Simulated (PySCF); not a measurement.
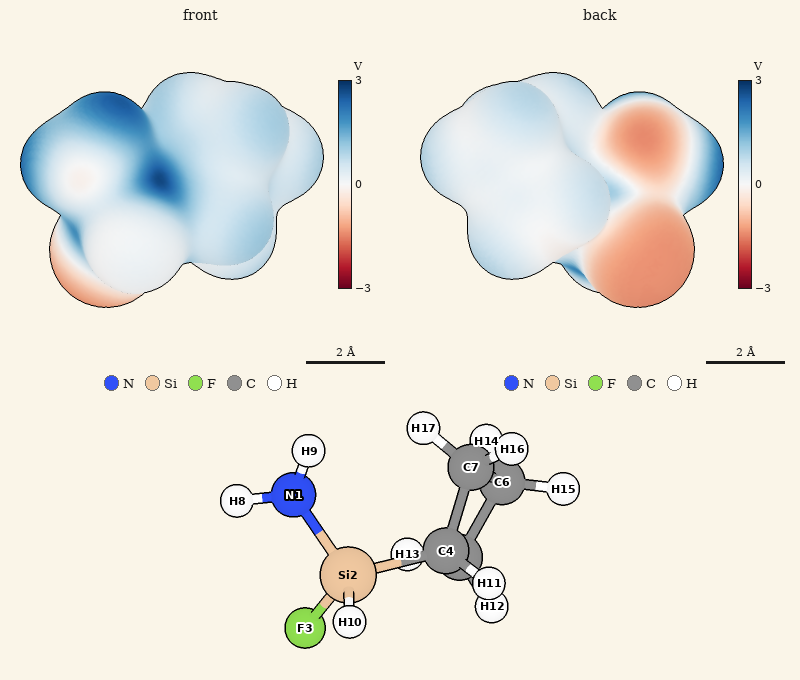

The picture shows: C4H10FNSi. The electrostatic potential painted on the density surface at 0.004 e/bohr³, seen from the front and from behind; red is negative and blue positive. The bare structure is drawn below in the same view.

Geometry: GFN2-xTB.

Computed with PBE0/def2-SVPD, SCF density, gas phase in PySCF.

```xyz
17

N     2.0279    0.3739    1.3032
Si    1.7411   -0.4198   -0.1916
F     1.8608   -1.9811    0.2045
C    -0.0234   -0.0487   -0.7725
C    -1.1408   -1.0190   -0.3290
C    -2.0390    0.1827   -0.0134
C    -0.8164    1.1023   -0.1182
H     2.7645    0.0249    1.8951
H     1.9854    1.3774    1.3531
H     2.7408   -0.2686   -1.2466
H    -0.0478    0.0643   -1.8583
H    -1.5008   -1.7079   -1.0909
H    -0.8740   -1.5874    0.5592
H    -2.5453    0.1655    0.9499
H    -2.7748    0.3719   -0.7932
H    -0.9376    2.0016   -0.7203
H    -0.4278    1.3800    0.8590
```

Describe the electrostatic potential map.

The most negative region (about −1.4 V, or −32 kcal/mol for a unit charge) lies over N1 and F3, the most positive (about +2.5 V, or +58 kcal/mol for a unit charge) over Si2 and H9.
